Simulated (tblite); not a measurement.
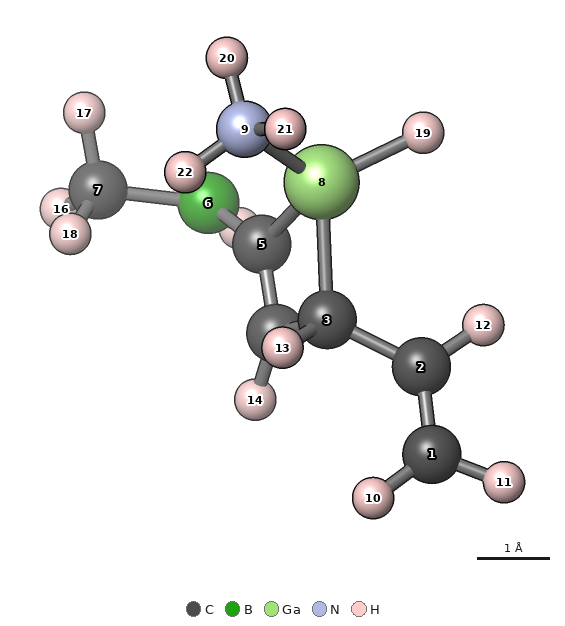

Figure 1. The input geometry (ball-and-stick view, seen at a tilt; atoms are numbered from 1 in the order of the input). Sticks mark near contacts.

# Geometry relaxation, with input and output: C6H13BGaN (part 1 of 3)

System: C6H13BGaN.
Method: GFN2-xTB geometry optimisation, gas phase (tblite 0.8.0).

It belongs to a series of runs on one base structure; here: ring closed by a new C-C bond.

What the program printed:
```
step      E/eV     max force
  0    -669.62819    6.299
  1    -670.49615    2.823
  2    -670.81788    1.682
  3    -671.07668    0.958
  4    -671.30435    0.847
  5    -671.39653    0.765
  6    -671.47215    0.636
  7    -671.53263    0.723
  8    -671.58367    0.537
  9    -671.62022    0.393
 10    -671.64850    0.310
 11    -671.66860    0.271
 12    -671.68464    0.259
 13    -671.70008    0.286
 14    -671.71390    0.244
 15    -671.72542    0.214
 16    -671.73647    0.192
 17    -671.74790    0.233
 18    -671.75878    0.227
 19    -671.76712    0.192
 20    -671.77288    0.154
 21    -671.77792    0.170
 22    -671.78364    0.165
 23    -671.79078    0.206
 24    -671.79952    0.244
 25    -671.80902    0.233
 26    -671.81815    0.246
 27    -671.82703    0.200
 28    -671.83621    0.206
 29    -671.84490    0.209
 30    -671.85223    0.215
 31    -671.85829    0.186
 32    -671.86388    0.181
 33    -671.86962    0.155
 34    -671.87522    0.175
 35    -671.88035    0.173
 36    -671.88522    0.176
 37    -671.88989    0.151
 38    -671.89420    0.157
 39    -671.89731    0.231
 40    -671.90134    0.169
 41    -671.90500    0.120
 42    -671.90798    0.105
 43    -671.91006    0.096
 44    -671.91153    0.108
 45    -671.91320    0.100
 46    -671.91537    0.122
 47    -671.91752    0.115
 48    -671.91917    0.075
 49    -671.92041    0.073
 50    -671.92178    0.116
 51    -671.92359    0.115
 52    -671.92542    0.100
 53    -671.92665    0.086
 54    -671.92801    0.106
 55    -671.92975    0.138
 56    -671.93173    0.127
 57    -671.93326    0.080
 58    -671.93430    0.086
 59    -671.93534    0.095
 60    -671.93706    0.109
 61    -671.94001    0.108
 62    -671.94240    0.117
 63    -671.94502    0.122
 64    -671.94750    0.126
 65    -671.95018    0.117
 66    -671.95235    0.077
 67    -671.95365    0.064
 68    -671.95448    0.061
 69    -671.95534    0.059
 70    -671.95627    0.094
 71    -671.95726    0.080
 72    -671.95836    0.077
 73    -671.95954    0.069
 74    -671.96003    0.069
 75    -671.96086    0.061
 76    -671.96154    0.060
 77    -671.96234    0.061
 78    -671.96320    0.076
 79    -671.96397    0.079
 80    -671.96462    0.060
 81    -671.96524    0.049
 82    -671.96588    0.076
 83    -671.96646    0.055
 84    -671.96689    0.053
 85    -671.96722    0.040
 86    -671.96756    0.044
 87    -671.96792    0.042
 88    -671.96819    0.034
 89    -671.96838    0.036
 90    -671.96855    0.037
 91    -671.96874    0.033
 92    -671.96896    0.042
 93    -671.96919    0.037
 94    -671.96942    0.028
 95    -671.96962    0.030
 96    -671.96979    0.027
 97    -671.96996    0.031
 98    -671.97014    0.032
 99    -671.97036    0.037
100    -671.97060    0.044
101    -671.97086    0.043
102    -671.97110    0.035
103    -671.97132    0.027
104    -671.97152    0.032
105    -671.97176    0.037
106    -671.97208    0.054
107    -671.97250    0.061
108    -671.97291    0.052
109    -671.97323    0.032
110    -671.97347    0.032
111    -671.97373    0.038
112    -671.97404    0.048
113    -671.97437    0.041
114    -671.97471    0.054
115    -671.97512    0.047
116    -671.97567    0.050
117    -671.97629    0.056
118    -671.97683    0.057
119    -671.97722    0.045
120    -671.97757    0.037
121    -671.97789    0.042
122    -671.97819    0.035
123    -671.97846    0.036
124    -671.97882    0.053
125    -671.97936    0.070
126    -671.98021    0.096
127    -671.98130    0.105
128    -671.98237    0.067
129    -671.98298    0.064
130    -671.98330    0.039
131    -671.98358    0.035
132    -671.98385    0.041
133    -671.98413    0.031
134    -671.98437    0.030
135    -671.98454    0.031
136    -671.98469    0.032
137    -671.98489    0.035
138    -671.98510    0.029
139    -671.98523    0.026
140    -671.98532    0.021
141    -671.98539    0.014
142    -671.98547    0.016
143    -671.98554    0.017
144    -671.98559    0.015
145    -671.98562    0.012
146    -671.98564    0.012
147    -671.98565    0.009
```

Trajectory as extended XYZ (Å, eV, eV/Å), 22 of the 148 frames kept, from step=0 to step=147:
```
22
Properties=species:S:1:pos:R:3:forces:R:3 step=0 energy=-669.62819
C    -3.4457   -1.3047    0.2970   -0.4250  -0.0160   0.7520
C    -2.4083   -0.7015    0.8518   -0.3050  -0.5700   0.0170
C    -1.2317   -0.2289    0.0748   -5.0890   1.2660  -1.8710
C    -0.1507   -1.1634   -0.1470    0.6710  -0.7660   0.3340
C     0.8653   -0.4762    0.3389    6.1410  -1.3310   0.4370
B     2.4076   -0.8704    0.4301   -2.0890  -1.3280  -1.1090
C     3.2175   -0.4900   -0.8690    1.0270   0.3360   0.2210
Ga   -0.0781    1.1216    0.8425   -0.1700  -0.7020   2.5940
N     0.0565    2.6506   -0.2550   -0.4410   2.5390  -0.8920
H    -3.5376   -1.4775   -0.7674    0.0020   0.0220   0.2450
H    -4.2516   -1.6165    0.9596   -0.0560  -0.0830  -0.5100
H    -2.3598   -0.5496    1.9406   -0.0140  -0.1850  -0.4040
H    -1.6418    0.0972   -0.9271   -0.2720  -0.4880  -0.0730
H    -0.1565   -2.1889   -0.5722   -0.1680   0.9060   0.3870
H     2.6327   -1.8570    1.0327    0.4920   0.5200   0.4290
H     3.9612   -1.2920   -1.0632   -0.3520   0.7270  -0.1890
H     3.7803    0.4573   -0.6604   -0.3230  -0.6950  -0.5350
H     2.5673   -0.3553   -1.7573    0.5520   0.0360   0.5700
H    -0.3322    1.3783    2.4077    0.1670   0.4990  -0.2710
H     0.8466    3.2844    0.0145   -0.5510  -0.5020  -0.6290
H    -0.8259    3.2224   -0.1103    0.9570  -0.5630  -0.2760
H     0.0746    2.3796   -1.2644    0.2440   0.3780   0.7710
22
Properties=species:S:1:pos:R:3:forces:R:3 step=7 energy=-671.53263
C    -3.5386   -1.3402    0.3363    0.3240   0.1980   0.0630
C    -2.4651   -0.7299    0.8270   -0.6140  -0.3590  -0.1280
C    -1.3852   -0.1678   -0.0310   -0.2190   0.0670   0.1350
C    -0.1629   -1.0659   -0.0838    0.2840  -0.0690  -0.0910
C     0.9998   -0.5653    0.3668    0.0840  -0.2810   0.0720
B     2.4161   -1.1008    0.3215    0.1130   0.3120   0.1810
C     3.2968   -0.5159   -0.8755   -0.0630  -0.1750   0.0040
Ga   -0.0883    0.9599    1.0446   -0.1420   0.5920   0.0990
N     0.0519    2.7577   -0.2698    0.0750   0.2120  -0.0940
H    -3.5830   -1.4771   -0.7341   -0.3260  -0.0340   0.0250
H    -4.3657   -1.6977    0.9346    0.1840  -0.0130  -0.0990
H    -2.3469   -0.5997    1.9044    0.0500  -0.0770  -0.0410
H    -1.7687    0.0023   -1.0535    0.0280  -0.1290   0.1770
H    -0.2059   -2.0458   -0.5197   -0.2560  -0.3630  -0.3020
H     2.8005   -1.8450    1.1544    0.1750   0.1470  -0.2070
H     4.0514   -1.2504   -1.1534    0.0900   0.2200  -0.1740
H     3.7998    0.4432   -0.6839   -0.1320  -0.4300   0.1970
H     2.6367   -0.3311   -1.7296    0.2290  -0.0850  -0.0060
H    -0.3089    1.5162    2.5125    0.0420   0.1690   0.0970
H     0.8630    3.3474   -0.0751   -0.2380   0.0670  -0.0620
H    -0.8211    3.2834   -0.1539    0.3590  -0.0280  -0.0760
H     0.1138    2.4419   -1.2419   -0.0470   0.0580   0.2280
22
Properties=species:S:1:pos:R:3:forces:R:3 step=14 energy=-671.71390
C    -3.5794   -1.3555    0.3178   -0.0170  -0.0540   0.0300
C    -2.4978   -0.7774    0.8164   -0.0890  -0.0820   0.0010
C    -1.4023   -0.1964   -0.0105   -0.1180   0.0270   0.0750
C    -0.1658   -1.0866   -0.0839    0.0030   0.0010  -0.0760
C     0.9946   -0.6214    0.4037   -0.0660   0.0190  -0.0650
B     2.4397   -1.1046    0.3249   -0.1600  -0.0290   0.0180
C     3.3089   -0.5721   -0.8876    0.0350   0.0950  -0.0970
Ga   -0.1166    0.9997    1.0810    0.1020  -0.0090  -0.0130
N     0.0821    2.8253   -0.2731   -0.0090   0.0070   0.0610
H    -3.7124   -1.4754   -0.7497   -0.0070   0.0920   0.0960
H    -4.3725   -1.7496    0.9349    0.0530   0.0170   0.0060
H    -2.3584   -0.6718    1.8949   -0.0720  -0.1970  -0.0610
H    -1.7956   -0.0438   -1.0305    0.1290   0.0530   0.0910
H    -0.2861   -2.0390   -0.5849    0.1070  -0.1160  -0.0540
H     2.9255   -1.7836    1.1458    0.0430  -0.0020   0.1160
H     4.1136   -1.2205   -1.2181    0.0330  -0.2040   0.1300
H     3.7879    0.3607   -0.5925   -0.0090   0.0910   0.0440
H     2.6998   -0.3524   -1.7590   -0.0840   0.0990  -0.1110
H    -0.2851    1.6428    2.5756    0.0350   0.0670  -0.1590
H     0.8732    3.4469   -0.1114   -0.1050  -0.0110  -0.1130
H    -0.7895    3.3478   -0.1765    0.1510   0.0130  -0.0590
H     0.1260    2.4462   -1.2207    0.0460   0.1230   0.1410
22
Properties=species:S:1:pos:R:3:forces:R:3 step=21 energy=-671.77792
C    -3.6176   -1.3815    0.3154    0.0030   0.0540   0.0190
C    -2.5215   -0.8377    0.8186    0.0270  -0.0460   0.0090
C    -1.4154   -0.2235    0.0280   -0.0140  -0.0730  -0.0480
C    -0.1792   -1.1122   -0.1004    0.0140  -0.0160   0.0200
C     0.9823   -0.6574    0.3869   -0.0450   0.0490   0.0220
B     2.4300   -1.1142    0.3079   -0.1210   0.0660   0.0990
C     3.3017   -0.5796   -0.8971    0.0500   0.0460   0.0040
Ga   -0.0937    0.9887    1.0863    0.0090  -0.0590  -0.0950
N     0.1058    2.8655   -0.2485    0.0130   0.0890  -0.1060
H    -3.7928   -1.4290   -0.7486   -0.0380   0.0290   0.0300
H    -4.3825   -1.7909    0.9563   -0.0240  -0.0340  -0.0940
H    -2.3929   -0.8208    1.9004    0.1010  -0.0820  -0.0150
H    -1.7746   -0.0127   -0.9919   -0.0970   0.0300   0.0600
H    -0.2726   -2.0550   -0.6305   -0.0500  -0.0060   0.0260
H     2.9651   -1.7137    1.1642   -0.0620  -0.0280   0.0540
H     4.1013   -1.2589   -1.1726    0.0720  -0.0410  -0.0530
H     3.7745    0.3390   -0.5529    0.1130   0.0820  -0.0330
H     2.7364   -0.3285   -1.7913   -0.0480  -0.0220  -0.0190
H    -0.2452    1.7486    2.5043    0.0600   0.0800  -0.0080
H     0.8819    3.5175   -0.1551    0.0430  -0.0280   0.0910
H    -0.7574    3.4056   -0.1967    0.0010  -0.0490   0.0500
H     0.1558    2.4699   -1.1859   -0.0060  -0.0390  -0.0130
22
Properties=species:S:1:pos:R:3:forces:R:3 step=28 energy=-671.83621
C    -3.6680   -1.3880    0.3217    0.0230  -0.0610  -0.0280
C    -2.5296   -0.9481    0.8324    0.0470   0.0760  -0.0290
C    -1.4577   -0.2693    0.0544    0.1760  -0.0460  -0.0500
C    -0.2054   -1.1374   -0.1209    0.0550   0.0580   0.0450
C     0.9545   -0.6724    0.3647    0.0370   0.0280  -0.1390
B     2.4237   -1.0650    0.3306   -0.0900  -0.0150   0.0440
C     3.3298   -0.5562   -0.8802   -0.0730  -0.0700   0.0950
Ga   -0.0945    0.9952    1.0488   -0.0990  -0.0200   0.0270
N     0.1437    2.9038   -0.2583   -0.0170  -0.1120   0.0210
H    -3.8892   -1.3218   -0.7302    0.0130   0.1570  -0.0830
H    -4.4280   -1.8636    0.9139   -0.0390  -0.0610   0.1400
H    -2.3185   -1.0695    1.8918   -0.0270  -0.0970   0.0160
H    -1.8547    0.0253   -0.9306   -0.0010  -0.1310   0.0020
H    -0.2913   -2.0936   -0.6378   -0.0680   0.1750   0.0840
H     2.9104   -1.6578    1.2322   -0.0220   0.1210  -0.1540
H     4.0920   -1.2884   -1.1427    0.0020   0.0510   0.0070
H     3.8551    0.3556   -0.5880   -0.0080  -0.0670  -0.0090
H     2.7596   -0.3263   -1.7820    0.0250   0.0020   0.0870
H    -0.1303    1.9145    2.3862    0.0440  -0.0080   0.0200
H     0.9197    3.5516   -0.1349   -0.0220  -0.0900  -0.0080
H    -0.7242    3.4312   -0.1838    0.0170  -0.0110  -0.0210
H     0.1926    2.4999   -1.1905    0.0290   0.1200  -0.0700
22
Properties=species:S:1:pos:R:3:forces:R:3 step=35 energy=-671.88035
C    -3.6858   -1.3947    0.3238   -0.0410   0.0540   0.0310
C    -2.5245   -1.0216    0.8374    0.0150  -0.0460  -0.0220
C    -1.4801   -0.2999    0.0712    0.0270   0.0760   0.0240
C    -0.2148   -1.1241   -0.1241   -0.0330   0.0070   0.0530
C     0.9404   -0.6208    0.3243    0.0330  -0.1360   0.0430
B     2.4013   -1.0162    0.3375    0.1120  -0.0470  -0.0280
C     3.3400   -0.5556   -0.8560    0.0020   0.0350  -0.0600
Ga   -0.1307    1.0022    1.0368   -0.0440   0.1550   0.0620
N     0.1565    2.8832   -0.2840   -0.0060  -0.0210  -0.0480
H    -3.9424   -1.1749   -0.7010   -0.0540   0.0280   0.0230
H    -4.4263   -1.9152    0.9052   -0.0590  -0.0550  -0.0040
H    -2.2778   -1.2801    1.8641    0.0420  -0.0060  -0.0160
H    -1.8964   -0.0186   -0.9067   -0.0320   0.0240  -0.0410
H    -0.3305   -2.0823   -0.6217    0.1310   0.0320   0.0030
H     2.8699   -1.5929    1.2490   -0.0200   0.0230   0.0300
H     4.0877   -1.3055   -1.1103   -0.0680  -0.0190   0.0010
H     3.8993    0.3427   -0.5952   -0.0180   0.0210   0.0970
H     2.7678   -0.3185   -1.7506    0.0500  -0.0080  -0.0950
H    -0.0314    2.0055    2.3238   -0.0250  -0.0810  -0.0020
H     0.9411    3.5036   -0.0956    0.0200  -0.0730   0.0520
H    -0.6972    3.4274   -0.1811   -0.0260   0.0100  -0.0240
H     0.2236    2.5754   -1.2501   -0.0100   0.0270  -0.0790
22
Properties=species:S:1:pos:R:3:forces:R:3 step=42 energy=-671.90798
C    -3.7113   -1.3791    0.3413   -0.0180  -0.0060  -0.0070
C    -2.5231   -1.0615    0.8335   -0.0060  -0.0560  -0.0160
C    -1.4898   -0.3089    0.0813   -0.0550   0.0240   0.0510
C    -0.2129   -1.1113   -0.1104   -0.0400  -0.0220  -0.0260
C     0.9365   -0.6045    0.3421   -0.0170   0.0610   0.0120
B     2.3934   -0.9995    0.3367    0.1010   0.0070  -0.0270
C     3.3381   -0.5512   -0.8582    0.0170  -0.0200  -0.0100
Ga   -0.1510    1.0263    1.0269   -0.0200  -0.0330   0.0420
N     0.1507    2.8612   -0.3290   -0.0240  -0.0080  -0.0170
H    -4.0030   -1.0713   -0.6512   -0.0510   0.0170   0.0170
H    -4.4347   -1.9588    0.8921    0.0140   0.0550   0.0150
H    -2.2398   -1.4033    1.8249    0.0440  -0.0020   0.0070
H    -1.9133   -0.0298   -0.8940    0.0030   0.0690  -0.0400
H    -0.2971   -2.0651   -0.6160    0.0220  -0.0740  -0.0270
H     2.8588   -1.5464    1.2664    0.0520  -0.0240   0.0180
H     4.0685   -1.3225   -1.0972    0.0150   0.0300   0.0090
H     3.9051    0.3320   -0.5595    0.0080  -0.0300  -0.0220
H     2.8052   -0.3022   -1.7760   -0.0060   0.0190   0.0630
H     0.0030    2.0237    2.3129   -0.0480  -0.0070  -0.0180
H     0.9537    3.4213   -0.0503    0.0050  -0.0410  -0.0030
H    -0.6843    3.4284   -0.2009   -0.0120   0.0430  -0.0180
H     0.2370    2.6418   -1.3185    0.0160  -0.0010  -0.0020
```
